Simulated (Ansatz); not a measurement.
# AsH₂F (triplet): correlated methods under varied settings

What do other methods and options give for AsH₂F (triplet) at this geometry, and how long do they take?

Method: the settings change from run to run; program: Ansatz 0.2.0, Gaussian basis.

27 further runs of the same task are left out: 10 for a known fault of the program, 8 that didn't finish, 9 set aside as unsound or not needed.

## 1. What is computed

The geometry is a PBE0/def2-TZVP stationary point (not a proven minimum) of the parent state, kept for this charge and spin. No spin-orbit coupling is included. The filled d shell of As may be among the frozen orbitals whatever the setting's name suggests; the logs give the count.

4 atoms, charge 0, spin multiplicity 3.

Atoms are counted from 1 here; the program's logs count them from 0.

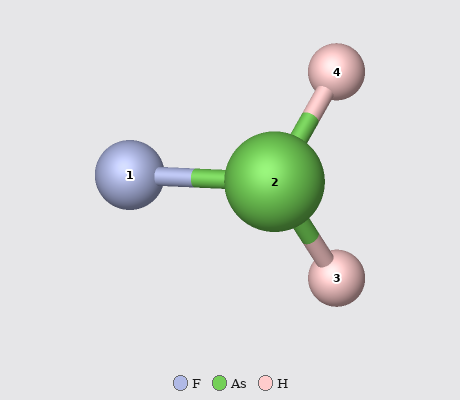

The structure; fluorine light blue, arsenic green, hydrogen pink; atoms are numbered from 1 in the order of the file.

Geometry (Å):

```xyz
4

F    -0.0517    0.0000    1.4079
As    0.0404    0.0000   -0.3424
H    -1.0150   -1.0902   -0.5439
H    -1.0149    1.0902   -0.5439
```

## 2. CCSD(T) on UHF/cc-pVDZ

Input file in.yaml:

```yaml
crystal:
  periodic: [false, false, false]
  atoms:
    - {symbol: F, position_ang: [-0.051694, 0.000000, 1.407864]}
    - {symbol: As, position_ang: [0.040417, 0.000000, -0.342367]}
    - {symbol: H, position_ang: [-1.014957, -1.090185, -0.543926]}
    - {symbol: H, position_ang: [-1.014945, 1.090196, -0.543925]}
basis:
  gaussian: {orbitals: cc-pVDZ}
magnetization: {spin_polarized: true, initial_magnetization: 2}
correlation: {method: ccsd_t, electrons: outside_noble_gas, diis_vectors: 12}
```

The run is started by

```
ansatz run in.yaml --threads 1 --pin off --events-out ev --progress --plain --max-ram 2393MiB
```

Log, cut to the lines that bear on the results:

```text
Functional definition: HF
  name "HF"
  cite "Fock, Z. Phys. 61, 126 (1930) doi:10.1007/BF01340294"
  parent pbe
[...]
544 factors; integrals over basis functions are off by at most 1.1e-3 eV
[...]
mean field -63527.84201203 eV, -2334.6051332243 hartree, gradient 4.8e-6 eV, S^2 2.010282; 4 other end points of the search recorded, 0 dependent functions left out
determinant -63527.84201203 eV, -2334.6051332243 hartree, with singles and doubles -63536.35267919 eV, -2334.9178944737 hartree
determinant -63526.59275568 eV, -2334.5592239002 hartree, with singles and doubles -63535.03976698 eV, -2334.8696458398 hartree
determinant -63524.77138676 eV, -2334.4922898267 hartree, with singles and doubles -63533.79633739 eV, -2334.8239506450 hartree
15 core orbitals not correlated: weight in the atoms' cores, before any rotation towards them, 0.998 or more for the frozen orbitals, at most 0.001 for the correlated occupied ones
reference -63527.84201203 eV, -2334.6051332243 hartree; 8, 6 occupied and 28, 30 virtual orbitals, 544 factors
second order -7.92914954 eV of doubles, -0.00000000 eV of singles
cycle   1  -8.51213183 eV  change   -1.5e-3 eV  update   2.8e-3
[...]
cycle   9  -8.51465366 eV  change    4.1e-6 eV  update   5.0e-6
perturbative correction -0.18602510 eV, -0.0068362964 hartree
Total energy: -63536.54269079 eV, -2334.9248772712 hartree
```

Run time: 3.3 s. Hardware: 1 thread of Arm Neoverse V2, shared host.

From the report: ⟨S²⟩ of the determinant 2.010 (pure triplet: 2.00); correlation -8.7007 eV; T1 0.024; largest double amplitude 0.05.

## 3. HF/def2-mTZVP

in.yaml: that of step 2 with these lines changed.

```diff
@@ -8,4 +8,5 @@
 basis:
-  gaussian: {orbitals: cc-pVDZ}
-magnetization: {spin_polarized: true, initial_magnetization: 2}
-correlation: {method: ccsd_t, electrons: outside_noble_gas, diis_vectors: 12}
+  gaussian: {orbitals: def2-mTZVP}
+magnetization: {spin_polarized: false, initial_magnetization: 2}
+hamiltonian: {xc: hf}
+output: {forces: true, orbitals: {seedname: orbitals}}
```

The command is unchanged.

Log, cut to the lines that bear on the results:

```text
Functional definition: HF
  name "HF"
  cite "Fock, Z. Phys. 61, 126 (1930) doi:10.1007/BF01340294"
  parent pbe
[...]
593 factors; integrals over basis functions are off by at most 9.6e-4 eV
[...]
mean field -63529.65818580 eV, -2334.6718763793 hartree, gradient 1.3e-5 eV, S^2 2.000000; 0 other end points of the search recorded, 0 dependent functions left out
[...]
reference -63529.65818580 eV, -2334.6718763793 hartree; 23, 21 occupied and 38, 40 virtual orbitals, 593 factors
Total energy: -63529.65818580 eV, -2334.6718763793 hartree
Atom 0 at    -0.051694     0.000000     1.407864 Å, force    -0.105519    -0.000000     1.921551 eV/Å
Atom 1 at     0.040417     0.000000    -0.342367 Å, force    -2.641116     0.000015    -2.453398 eV/Å
Atom 2 at    -1.014957    -1.090185    -0.543926 Å, force     1.373315    -0.503664     0.265924 eV/Å
Atom 3 at    -1.014945     1.090196    -0.543925 Å, force     1.373320     0.503649     0.265924 eV/Å
Dipole moment:     0.038808    -0.000000    -0.571424 e Å
```

Wall time 0.99 s (1 thread of Arm Neoverse V2, shared host).

## 4. BCCD on UHF/6-31G*

in.yaml: that of step 3 with these lines changed.

```diff
@@ -8,5 +8,5 @@
 basis:
-  gaussian: {orbitals: def2-mTZVP}
-magnetization: {spin_polarized: false, initial_magnetization: 2}
-hamiltonian: {xc: hf}
-output: {forces: true, orbitals: {seedname: orbitals}}
+  gaussian: {orbitals: "6-31G*"}
+magnetization: {spin_polarized: true, initial_magnetization: 2}
+correlation: {method: bccd, electrons: outside_noble_gas, diis_vectors: 2}
+scf: {lower_state_search: off}
```

The command is unchanged.

Log, cut to the lines that bear on the results:

```text
Functional definition: HF
  name "HF"
  cite "Fock, Z. Phys. 61, 126 (1930) doi:10.1007/BF01340294"
  parent pbe
[...]
520 factors; integrals over basis functions are off by at most 6.2e-4 eV
[...]
mean field -63520.52143172 eV, -2334.3361068598 hartree, gradient 5.1e-6 eV, S^2 2.009379; 0 other end points of the search recorded, 0 dependent functions left out
15 core orbitals not correlated: weight in the atoms' cores, before any rotation towards them, 0.999 or more for the frozen orbitals, at most 0.001 for the correlated occupied ones
reference -63520.52143172 eV, -2334.3361068598 hartree; 8, 6 occupied and 31, 33 virtual orbitals, 520 factors
second order -7.20383672 eV of doubles, -0.00000000 eV of singles
cycle   1  -7.35670093 eV  change   -1.5e-1 eV  update   9.0e-2
[...]
cycle  17  -7.68887609 eV  change    2.4e-6 eV  update   1.2e-5
Total energy: -63528.21030781 eV, -2334.6186678446 hartree
Checks for a lower state left out: stability, starts, cluster_reference, orbital_swaps, neighbouring_geometries, increment
```

Wall time 1.4 s (1 thread of Arm Neoverse V2, shared host).

From the report: ⟨S²⟩ of the determinant 2.009 (pure triplet: 2.00); correlation -7.6889 eV; largest double amplitude 0.05.

## 5. CCSD(T)/cc-pVDZ

Input file in.yaml:

```yaml
crystal:
  periodic: [false, false, false]
  atoms:
    - {symbol: F, position_ang: [-0.051694, 0.000000, 1.407864]}
    - {symbol: As, position_ang: [0.040417, 0.000000, -0.342367]}
    - {symbol: H, position_ang: [-1.014957, -1.090185, -0.543926]}
    - {symbol: H, position_ang: [-1.014945, 1.090196, -0.543925]}
basis:
  gaussian: {orbitals: cc-pVDZ}
magnetization: {spin_polarized: false, initial_magnetization: 2}
hamiltonian: {xc: {name: PBE}}
correlation: {method: ccsd_t, electrons: valence}
output: {forces: true}
```

Launched as before.

Log, cut to the lines that bear on the results:

```text
Functional definition: PBE
  name "PBE"
  cite "Perdew, Burke & Ernzerhof, Phys. Rev. Lett. 77, 3865 (1996) doi:10.1103/PhysRevLett.77.3865"
  parent pbe
[...]
544 factors; integrals over basis functions are off by at most 1.1e-3 eV
[...]
mean field -63573.58938293 eV, -2336.2863180960 hartree, gradient 7.7e-6 eV, S^2 2.000000; 8 other end points of the search recorded, 0 dependent functions left out
[...]
10 core orbitals not correlated: weight in the atoms' cores, before any rotation towards them, 1.000 or more for the frozen orbitals, at most 0.000 for the correlated occupied ones
reference -63526.59371427 eV, -2334.5592591278 hartree; 13, 11 occupied and 28, 30 virtual orbitals, 544 factors
second order -9.40629271 eV of doubles, -0.84573520 eV of singles
cycle   1  -9.55698454 eV  change    6.6e-1 eV  update   1.3e-1
[...]
cycle  16  -10.09552831 eV  change   -3.6e-7 eV  update   8.4e-7
perturbative correction -0.28466591 eV, -0.0104612791 hartree
[...]
Total energy: -63536.97390849 eV, -2334.9407242293 hartree
Atom 0 at    -0.051694     0.000000     1.407864 Å, force    -0.221469     0.000000     3.398731 eV/Å
Atom 1 at     0.040417     0.000000    -0.342367 Å, force    -1.592113     0.000010    -3.815752 eV/Å
Atom 2 at    -1.014957    -1.090185    -0.543926 Å, force     0.906788    -0.661534     0.208510 eV/Å
Atom 3 at    -1.014945     1.090196    -0.543925 Å, force     0.906795     0.661524     0.208511 eV/Å
Dipole moment:     0.000289     0.000000    -0.429549 e Å
```

Wall time 18 s (1 thread of Arm Neoverse V2, shared host).

From the report: correlation -10.3802 eV; T1 0.027; largest double amplitude 0.05. The orbitals are Kohn-Sham ones, so correlation energy and T1 don't compare with those on Hartree-Fock orbitals.

## 6. BCCD(T) on ROHF/cc-pVDZ

in.yaml: that of step 5 with these lines changed.

```diff
@@ -8,6 +8,4 @@
 basis:
-  gaussian: {orbitals: cc-pVDZ}
+  gaussian: {orbitals: cc-pVDZ, fitting: {mean_field: def2-universal-jkfit}}
 magnetization: {spin_polarized: false, initial_magnetization: 2}
-hamiltonian: {xc: {name: PBE}}
-correlation: {method: ccsd_t, electrons: valence}
-output: {forces: true}
+correlation: {method: bccd_t, electrons: outside_noble_gas}
```

Same command.

Log, cut to the lines that bear on the results:

```text
Functional definition: HF
  name "HF"
  cite "Fock, Z. Phys. 61, 126 (1930) doi:10.1007/BF01340294"
  parent pbe
[...]
379 factors; integrals over basis functions are off by at most 3.8e-1 eV
[...]
mean field -63527.71404687 eV, -2334.6004305911 hartree, gradient 2.9e-6 eV, S^2 2.000000; 7 other end points of the search recorded, 0 dependent functions left out
[...]
determinant -63527.71404687 eV, -2334.6004305911 hartree, with singles and doubles -63536.34122159 eV, -2334.9174734146 hartree
determinant -63526.41694380 eV, -2334.5527629328 hartree, with singles and doubles -63535.03195574 eV, -2334.8693587822 hartree
determinant -63524.46733151 eV, -2334.4811160027 hartree, with singles and doubles -63533.77742384 eV, -2334.8232555851 hartree
determinant -63524.30568448 eV, -2334.4751755838 hartree, with singles and doubles -63532.43221667 eV, -2334.7738201335 hartree
determinant -63524.30114734 eV, -2334.4750088470 hartree, with singles and doubles -63533.30288373 eV, -2334.8058165578 hartree
15 core orbitals not correlated: weight in the atoms' cores, before any rotation towards them, 0.998 or more for the frozen orbitals, at most 0.001 for the correlated occupied ones
reference -63527.71404687 eV, -2334.6004305911 hartree; 8, 6 occupied and 28, 30 virtual orbitals, 379 factors
second order -7.99698488 eV of doubles, -0.07096215 eV of singles
cycle   1  -8.60230603 eV  change    2.5e-2 eV  update   1.7e-2
[...]
cycle  11  -8.60417735 eV  change   -2.3e-6 eV  update   9.3e-6
perturbative correction -0.22206912 eV, -0.0081608895 hartree
Total energy: -63536.54029333 eV, -2334.9247891660 hartree
```

Wall time 4.2 s (1 thread of Arm Neoverse V2, shared host).

From the report: correlation -8.8262 eV; largest double amplitude 0.05.

## 7. CCSD on ROHF/def2-SVP

in.yaml: that of step 6 with these lines changed.

```diff
@@ -8,4 +8,4 @@
 basis:
-  gaussian: {orbitals: cc-pVDZ, fitting: {mean_field: def2-universal-jkfit}}
+  gaussian: {orbitals: def2-SVP}
 magnetization: {spin_polarized: false, initial_magnetization: 2}
-correlation: {method: bccd_t, electrons: outside_noble_gas}
+correlation: {method: ccsd, electrons: outside_noble_gas}
```

Same command.

Log, cut to the lines that bear on the results:

```text
Functional definition: HF
  name "HF"
  cite "Fock, Z. Phys. 61, 126 (1930) doi:10.1007/BF01340294"
  parent pbe
[...]
545 factors; integrals over basis functions are off by at most 1.1e-3 eV
[...]
mean field -63518.67984409 eV, -2334.2684297629 hartree, gradient 2.8e-6 eV, S^2 2.000000; 5 other end points of the search recorded, 0 dependent functions left out
determinant -63518.67984409 eV, -2334.2684297629 hartree, with singles and doubles -63527.29805222 eV, -2334.5851430699 hartree
determinant -63517.36296484 eV, -2334.2200353430 hartree, with singles and doubles -63525.97465662 eV, -2334.5365091787 hartree
determinant -63515.39534200 eV, -2334.1477265374 hartree, with singles and doubles -63524.67559002 eV, -2334.4887693616 hartree
15 core orbitals not correlated: weight in the atoms' cores, before any rotation towards them, 0.999 or more for the frozen orbitals, at most 0.001 for the correlated occupied ones
reference -63518.67984409 eV, -2334.2684297629 hartree; 8, 6 occupied and 33, 35 virtual orbitals, 545 factors
second order -7.99294320 eV of doubles, -0.06744536 eV of singles
cycle   1  -8.61963841 eV  change   -1.4e-3 eV  update   2.8e-3
[...]
cycle   9  -8.62214139 eV  change    5.8e-6 eV  update   6.4e-6
Total energy: -63527.30198548 eV, -2334.5852876146 hartree
```

Wall time 3.8 s (1 thread of Arm Neoverse V2, shared host).

From the report: correlation -8.6221 eV; T1 0.027; largest double amplitude 0.05.

## 8. HF/cc-pVDZ

in.yaml: that of step 7 with these lines changed.

```diff
@@ -8,4 +8,7 @@
 basis:
-  gaussian: {orbitals: def2-SVP}
+  gaussian: {orbitals: cc-pVDZ, fitting: {mean_field: def2-universal-jkfit}}
 magnetization: {spin_polarized: false, initial_magnetization: 2}
-correlation: {method: ccsd, electrons: outside_noble_gas}
+hamiltonian: {xc: hf}
+accuracy: high
+scf: {lower_state_search: light}
+output: {orbitals: {seedname: orbitals}}
```

Same command.

Log:

```text
Functional definition: HF
  name "HF"
  cite "Fock, Z. Phys. 61, 126 (1930) doi:10.1007/BF01340294"
  parent pbe
  exchange = exact_x
  correlation = 0
379 factors; integrals over basis functions are off by at most 3.8e-1 eV
mean field evaluation 1: about -63525.8071 eV, gradient 2.6e1 eV
mean field evaluation 2: about -63526.4276 eV, gradient 2.5e1 eV
mean field evaluation 4: about -63527.7051 eV, gradient 8.0e-1 eV
mean field evaluation 8: about -63527.7140 eV, gradient 1.9e-8 eV
mean field evaluation 16: about -63527.7090 eV, gradient 5.6e-1 eV
mean field evaluation 32: about -63526.4271 eV, gradient 2.5e1 eV
mean field -63527.71404719 eV, -2334.6004306032 hartree, gradient 1.9e-8 eV, S^2 2.000000; 0 other end points of the search recorded, 0 dependent functions left out
reference -63527.71404719 eV, -2334.6004306032 hartree; 23, 21 occupied and 28, 30 virtual orbitals, 379 factors
Total energy: -63527.71404719 eV, -2334.6004306032 hartree
```

Wall time 0.48 s (1 thread of Arm Neoverse V2, shared host).

## 9. MP2 on ROHF/STO-3G

Input file in.yaml:

```yaml
crystal:
  periodic: [false, false, false]
  atoms:
    - {symbol: F, position_ang: [-0.051694, 0.000000, 1.407864]}
    - {symbol: As, position_ang: [0.040417, 0.000000, -0.342367]}
    - {symbol: H, position_ang: [-1.014957, -1.090185, -0.543926]}
    - {symbol: H, position_ang: [-1.014945, 1.090196, -0.543925]}
basis:
  gaussian: {orbitals: STO-3G, fitting: {mean_field: def2-universal-jkfit}}
magnetization: {spin_polarized: false, initial_magnetization: 2}
correlation: {method: mp2, electrons: outside_noble_gas}
scf: {lower_state_search: off}
output: {forces: true}
```

Same command.

Log, cut to the lines that bear on the results:

```text
Functional definition: HF
  name "HF"
  cite "Fock, Z. Phys. 61, 126 (1930) doi:10.1007/BF01340294"
  parent pbe
[...]
379 factors; integrals over basis functions are off by at most 1.7e-2 eV
[...]
mean field -62810.18885511 eV, -2308.2318661503 hartree, gradient 1.6e-6 eV, S^2 2.000000; 0 other end points of the search recorded, 0 dependent functions left out
15 core orbitals not correlated, not the lowest: weight in the atoms' cores, before any rotation towards them, 0.986 or more for the frozen orbitals, at most 0.007 for the correlated occupied ones
reference -62810.18885511 eV, -2308.2318661503 hartree; 8, 6 occupied and 2, 4 virtual orbitals, 379 factors
second order -0.88550581 eV of doubles, -0.02674981 eV of singles
[...]
Total energy: -62811.10111074 eV, -2308.2653909262 hartree
Atom 0 at    -0.051694     0.000000     1.407864 Å, force    -1.340240     0.000004    11.445198 eV/Å
Atom 1 at     0.040417     0.000000    -0.342367 Å, force    -1.061132     0.000010   -13.127567 eV/Å
Atom 2 at    -1.014957    -1.090185    -0.543926 Å, force     1.200690     0.658274     0.841185 eV/Å
Atom 3 at    -1.014945     1.090196    -0.543925 Å, force     1.200683    -0.658288     0.841184 eV/Å
Dipole moment:    -0.140135     0.000001     0.210330 e Å
Checks for a lower state left out: starts, cluster_reference, orbital_swaps, neighbouring_geometries, increment
```

Wall time 0.3 s (1 thread of Arm Neoverse V2, shared host).

## 10. BCCD(T) on ROHF/cc-pVDZ

in.yaml: that of step 9 with these lines changed.

```diff
@@ -8,6 +8,5 @@
 basis:
-  gaussian: {orbitals: STO-3G, fitting: {mean_field: def2-universal-jkfit}}
+  gaussian: {orbitals: cc-pVDZ}
 magnetization: {spin_polarized: false, initial_magnetization: 2}
-correlation: {method: mp2, electrons: outside_noble_gas}
+correlation: {method: bccd_t, electrons: outside_noble_gas}
 scf: {lower_state_search: off}
-output: {forces: true}
```

The command is unchanged.

Log, cut to the lines that bear on the results:

```text
Functional definition: HF
  name "HF"
  cite "Fock, Z. Phys. 61, 126 (1930) doi:10.1007/BF01340294"
  parent pbe
[...]
544 factors; integrals over basis functions are off by at most 1.1e-3 eV
[...]
mean field -63527.71603494 eV, -2334.6005036515 hartree, gradient 2.9e-6 eV, S^2 2.000000; 0 other end points of the search recorded, 0 dependent functions left out
15 core orbitals not correlated: weight in the atoms' cores, before any rotation towards them, 0.998 or more for the frozen orbitals, at most 0.001 for the correlated occupied ones
reference -63527.71603494 eV, -2334.6005036515 hartree; 8, 6 occupied and 28, 30 virtual orbitals, 544 factors
second order -8.00114832 eV of doubles, -0.07095846 eV of singles
cycle   1  -8.27755968 eV  change   -2.0e-1 eV  update   9.0e-2
[...]
cycle  14  -8.60463005 eV  change   -7.4e-6 eV  update   8.1e-6
perturbative correction -0.22201598 eV, -0.0081589366 hartree
Total energy: -63536.54268096 eV, -2334.9248769099 hartree
Checks for a lower state left out: stability, starts, cluster_reference, orbital_swaps, neighbouring_geometries, increment
```

Run time: 1.5 s. Hardware: 1 thread of Arm Neoverse V2, shared host.

From the report: correlation -8.8266 eV; largest double amplitude 0.05.

## 11. The runs in one table

Where basis and cores are those of an earlier UCCSDT(Q)/cc-pVDZ run (-63536.5907 eV), and the state is the same kind, the miss against it is given.

```
                            level         correlated  functions  energy (eV)  from UCCSDT(Q) (meV)    time
           CCSD(T) on UHF/cc-pVDZ  outside noble gas         51  -63536.5427                  48.0   3.3 s
                    HF/def2-mTZVP                            61  -63529.6582                        0.99 s
               BCCD on UHF/6-31G*  outside noble gas         54  -63528.2103                         1.4 s
CCSD(T)/cc-pVDZ (on PBE orbitals)            valence         51  -63536.9739                          18 s
          BCCD(T) on ROHF/cc-pVDZ  outside noble gas         51  -63536.5403                  50.4   4.2 s
            CCSD on ROHF/def2-SVP  outside noble gas         56  -63527.3020                         3.8 s
                       HF/cc-pVDZ                            51  -63527.7140                8876.7  0.48 s
               MP2 on ROHF/STO-3G  outside noble gas         25  -62811.1011                         0.3 s
          BCCD(T) on ROHF/cc-pVDZ  outside noble gas         51  -63536.5427                  48.0   1.5 s
```

## 12. What came out

| quantity | value |
| --- | --- |
| runs | 9 |
| quickest | MP2 on ROHF/STO-3G, 0.3 s |
| slowest | CCSD(T)/cc-pVDZ (on PBE orbitals), 18 s |

What this shows: Total energies in different bases, with other cores or another treatment of relativity can't be set against each other. CCSD(T)/cc-pVDZ (on PBE orbitals) took 58 times as long as MP2 on ROHF/STO-3G; the jobs differ in more than the method. Among the correlated runs with a miss given, it spans +48 to +50 meV. Hartree-Fock, CASSCF and CASCI lack dynamic correlation by design.
